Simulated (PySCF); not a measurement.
# Two runs on BHO

System: BHO.
Method of the first run: RKS PBE-D4/def2-TZVPP, density fitting (PySCF 2.14.0).

The geometry comes from this level: PBE0-D4/def2-TZVP. Text and figures count atoms from 1; the logs count them from 0 in places.

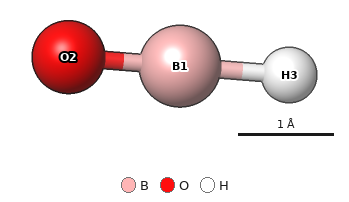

**Figure 1.** The input geometry (ball-and-stick view, seen at a tilt; atoms are numbered from 1 in the order of the input). Bond lengths as drawn: B–H 1.17 Å and B–O 1.20 Å.

### Input file, the first run
```python
import json, numpy as np
from pyscf import gto, scf, dft, mp, cc
EV, BOHR = 27.211386245988, 0.529177210903
mol = gto.M(atom="""
B -1.724371 -0.264148 -1.293980
O -1.635250 -1.445667 -1.470644
H -1.811735 0.892519 -1.121116
""", basis="def2-tzvpp", charge=0, spin=0, max_memory=8670, verbose=0)
def mean_field(mol, dm=None):
    mf = dft.RKS(mol, xc="pbe").density_fit()
    mf.conv_tol = 1e-9; mf.grids.level = 4
    mf.kernel(dm0=dm)
    if not mf.converged: mf = mf.newton().run(mf.mo_coeff, mf.mo_occ)
    assert mf.converged
    return mf
def d4(mol):
    from pyscf.dispersion.dftd4 import DFTD4Dispersion
    real = gto.M(atom=[(mol.atom_pure_symbol(i), mol.atom_coord(i)) for i in range(3)], unit='B', charge=mol.charge, spin=None, basis='def2-svp', verbose=0)
    r = DFTD4Dispersion(real, xc="pbe", atm=True).get_dispersion(grad=True); return r["energy"], r["gradient"]
def energy_and_gradient(mol, dm=None):
    mf = mean_field(mol, dm); e, g = d4(mol)
    return mf, (mf.e_tot + e) * EV, (mf.nuc_grad_method().kernel()[:3] + g) * EV / BOHR
out = {}
mf = mean_field(mol); e = d4(mol)[0]
out.update(energy=(mf.e_tot + e) * EV, converged=True, dispersion=e * EV)
out['s2'] = mf.spin_square()[0]; out['nelec'] = mol.nelec
print(f"Total energy {out['energy']:.6f} eV, <S^2> {out['s2']:.4f}")
json.dump(out, open("out.json", "w"), default=float)
```

Launched with:
```bash
OMP_NUM_THREADS=4 python run.py
```

Hardware: 4 threads of Arm Neoverse V1, 23 GiB of memory available, shared host.

### Output (the first run)
```
Total energy -2738.270864 eV, <S^2> 0.0000
```

For the second run the input was changed thus:
```diff
-    mf = dft.RKS(mol, xc="pbe").density_fit()
+    mf = dft.RKS(mol, xc="pbe0").density_fit()
-    r = DFTD4Dispersion(real, xc="pbe", atm=True).get_dispersion(grad=True); return r["energy"], r["gradient"]
+    r = DFTD4Dispersion(real, xc="pbe0", atm=True).get_dispersion(grad=True); return r["energy"], r["gradient"]
```

What does this change do to the results?

The total energies belong to different models, so their difference says nothing on which is more stable or more accurate. The functional changes from PBE to PBE0.

### Output (the second run)
```
Total energy -2738.268915 eV, <S^2> 0.0000
```

### The two runs side by side

| quantity | the first run | the second run |
| --- | --- | --- |
| outcome | converged | converged |
| total energy (hartree) | −100.629598 | −100.629527 |
| basis functions | 76 | 76 |
| wall time (shared host) | 1.9 s | 1.6 s |
